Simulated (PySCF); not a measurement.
Run report: BSi2NH6F2, excited-state calculation

The run: excited-state calculation of BSi2NH6F2, SMILES N[Si](F)(F)B[SiH3]. Method and program: TDDFT CAM-B3LYP/def2-SVPD, vertical, gas phase, core orbitals frozen in the response (PySCF 2.14.0).

The geometry comes from this level: PBE0-D3(BJ)/def2-SVP.

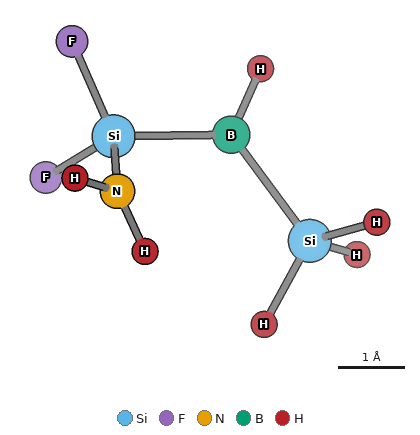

**Figure 1.** The structure (ball-and-stick view, seen at a tilt).

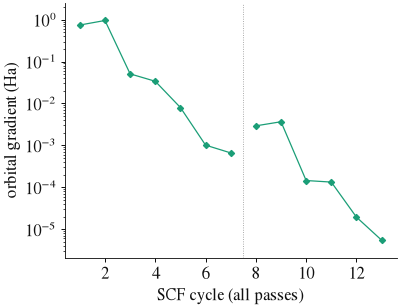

**Figure 2.** Convergence of the self-consistent field: orbital gradient against the SCF cycle. The dotted line marks the change from a coarse to the final integration grid. The first 7 cycles use a coarse grid, the final grid takes over at cycle 8, and the field converges after 13 cycles in all.

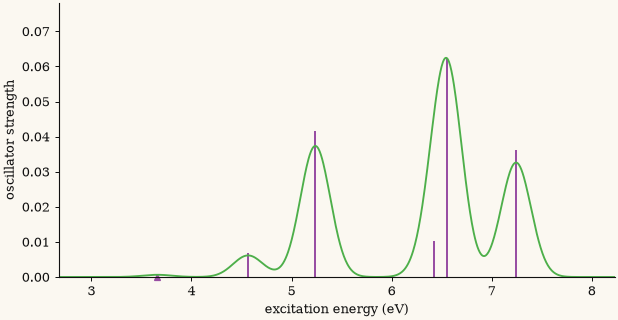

**Figure 3.** Computed excitations as sticks (degenerate states added up, dark ones marked on the axis), with a Gaussian envelope of 0.35 eV full width at half maximum, scaled to the tallest. Of the 6 states the lowest lies at 3.66 eV (f = 0.001); the strongest line is at 6.56 eV, or 189 nm (f = 0.062).

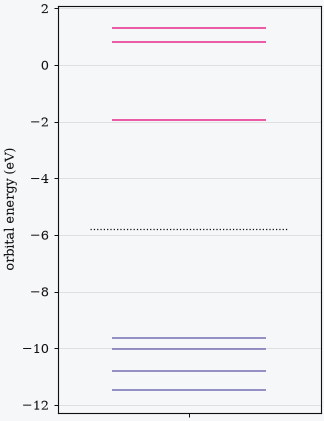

**Figure 4.** Orbital energies near the frontier; the dotted line parts filled from empty levels, and levels within 0.02 eV of each other stand side by side. Highest filled −9.64 eV, lowest empty −1.94 eV, 7.70 eV apart.

The input and output of the run follow.

The input
```
{"job": {"kind": "uv", "xc": "CAM-B3LYP", "basis": "def2-SVPD", "nstates": 6, "ntriplets": 2, "ip": true}, "charge": 0, "multiplicity": 1}
Si    -1.094237     0.968780     0.207268
F     -2.372759     0.182076     0.835388
N      0.075732     1.441713     1.350189
B     -0.293058    -0.243103    -1.151977
Si     1.026372    -1.671802    -0.637900
F     -1.712454     2.356952    -0.353364
H      0.675827     0.771768     1.816031
H      0.005065     2.317195     1.856416
H     -0.525656    -0.110003    -2.330270
H      1.063747    -1.973533     0.828530
H      0.820223    -2.950778    -1.385229
H      2.369980    -1.117036    -1.018359
```

The first line tells a small driver script what to run in PySCF; the rest is the geometry in Å.

Launched with:
```bash
OMP_NUM_THREADS=1 python <driver script> task.json out
```

What the program printed
```
coarse grid: 11288 points
cycle   1  E = -861.3367853542  dE =  2.297e-01  |g| = 7.420e-01  |ddm| = 4.214e+00
cycle   2  E = -861.2971873265  dE =  3.960e-02  |g| = 9.521e-01  |ddm| = 1.710e+00
cycle   3  E = -861.4432335165  dE = -1.460e-01  |g| = 5.068e-02  |ddm| = 7.267e-01
cycle   4  E = -861.4436279622  dE = -3.944e-04  |g| = 3.373e-02  |ddm| = 1.175e-01
cycle   5  E = -861.4438638756  dE = -2.359e-04  |g| = 7.970e-03  |ddm| = 5.821e-02
cycle   6  E = -861.4438794127  dE = -1.554e-05  |g| = 1.010e-03  |ddm| = 1.588e-02
cycle   7  E = -861.4438798484  dE = -4.357e-07  |g| = 6.585e-04  |ddm| = 3.367e-03
final grid: 101496 points
cycle   8  E = -861.5482433598  dE = -1.294e-05  |g| = 2.914e-03  |ddm| = 3.085e-02
cycle   9  E = -861.5482426082  dE =  7.516e-07  |g| = 3.650e-03  |ddm| = 5.923e-03
cycle  10  E = -861.5482451902  dE = -2.582e-06  |g| = 1.444e-04  |ddm| = 3.714e-03
cycle  11  E = -861.5482451955  dE = -5.354e-09  |g| = 1.326e-04  |ddm| = 3.749e-04
cycle  12  E = -861.5482451988  dE = -3.324e-09  |g| = 1.934e-05  |ddm| = 1.232e-04
cycle  13  E = -861.5482451991  dE = -2.594e-10  |g| = 5.452e-06  |ddm| = 4.818e-05
converged SCF energy = -861.5482451991

Static polarisability (au): isotropic 75.840, principal 64.895 74.128 88.498

Singlet excitations
state   eV       nm        f      main configurations
  1   3.6578    339.0   0.00070   H->L 0.66, H-1->L 0.32
  2   4.5653    271.6   0.00685   H-2->L 0.58, H-1->L 0.22, H->L 0.11
  3   5.2375    236.7   0.04160   H-1->L 0.45, H-2->L 0.30, H->L 0.21
  4   6.4216    193.1   0.01037   H-4->L 0.77, H-3->L 0.12, H-2->L 0.08
  5   6.5580    189.1   0.06246   H-3->L 0.84, H-4->L 0.11
  6   7.2436    171.2   0.03632   H->L+1 0.57, H-1->L+1 0.19, H->L+3 0.09

Triplet excitations (Tamm-Dancoff, eV): 2.8806 3.8396
Vertical ionisation energy (delta-SCF) = 10.4189 eV
Vertical electron affinity (delta-SCF) = 1.2998 eV
```

Results in brief

- outcome: converged
- total energy: −861.548245 hartree
- HOMO: −9.64 eV
- LUMO: −1.94 eV
- dipole moment: 2.42 D
- mean polarisability: 75.84 a.u.
- vertical ionisation energy: 10.42 eV
- vertical electron affinity: 1.30 eV
- lowest singlet excitation: 3.66 eV
- hardware: 1 CPU thread, shared host
- wall time: 3.4 min
- peak memory: 0.97 GiB
